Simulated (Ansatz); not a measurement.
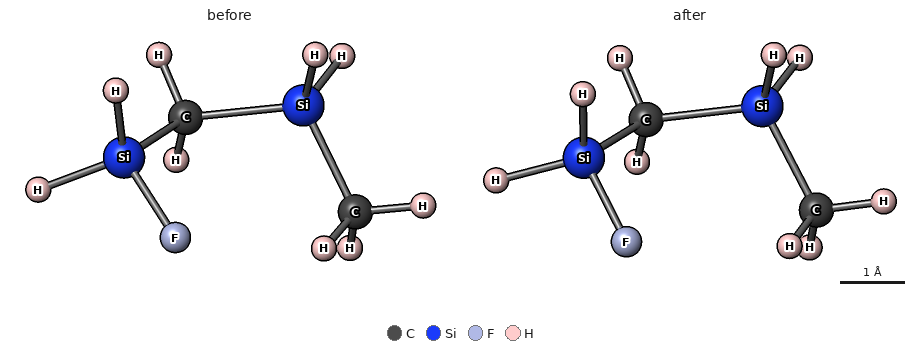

The structure of C₂H₉FSi₂ before (left) and after (right) a relaxation, at one scale.

Style: ball-and-stick. Shown at a tilt.

The start comes from PBE-D4/def2-SVP.

The calculation used RKS PBE0-D4/def2-TZVP in Ansatz 0.2.0.

The input:
```yaml
crystal:
  periodic: [false, false, false]
  atoms:
    - {symbol: C, position_ang: [-1.536281, 1.232727, 0.533884]}
    - {symbol: Si, position_ang: [-0.018181, 0.352527, 1.225828]}
    - {symbol: C, position_ang: [0.440824, -1.147667, 0.145564]}
    - {symbol: Si, position_ang: [1.126803, -0.711380, -1.541106]}
    - {symbol: F, position_ang: [0.190946, 0.476927, -2.205999]}
    - {symbol: H, position_ang: [-1.775599, 2.142341, 1.120254]}
    - {symbol: H, position_ang: [-2.421773, 0.565024, 0.558493]}
    - {symbol: H, position_ang: [-1.350346, 1.522465, -0.519269]}
    - {symbol: H, position_ang: [-0.271566, -0.116116, 2.636941]}
    - {symbol: H, position_ang: [1.162577, 1.290554, 1.262968]}
    - {symbol: H, position_ang: [1.211401, -1.751034, 0.675429]}
    - {symbol: H, position_ang: [-0.454858, -1.796107, 0.031652]}
    - {symbol: H, position_ang: [2.523583, -0.170278, -1.425344]}
    - {symbol: H, position_ang: [1.098770, -1.876083, -2.491893]}
basis:
  gaussian: {orbitals: def2-TZVP}
hamiltonian: {xc: pbe0, dispersion: d4}
relax: {f_tol: 0.005, max_steps: 150}
```

Summarise the run.

Answer. Over 12 geometry steps the energy falls by 1.87 kcal/mol. The largest force component goes from 0.94 to 0.0019 eV/Å. F5 moves most after the best rigid fit: 0.18 Å. Largest moves by element: F 0.18 Å, H 0.15 Å, C 0.04 Å, Si 0.02 Å. Near-neighbour distances that change, for instance: Si4–F5 1.652 → 1.607 Å, Si2–C3 1.905 → 1.881 Å, C3–Si4 1.872 → 1.851 Å, C1–Si2 1.886 → 1.867 Å. The run took about 110 core-seconds on a shared host.
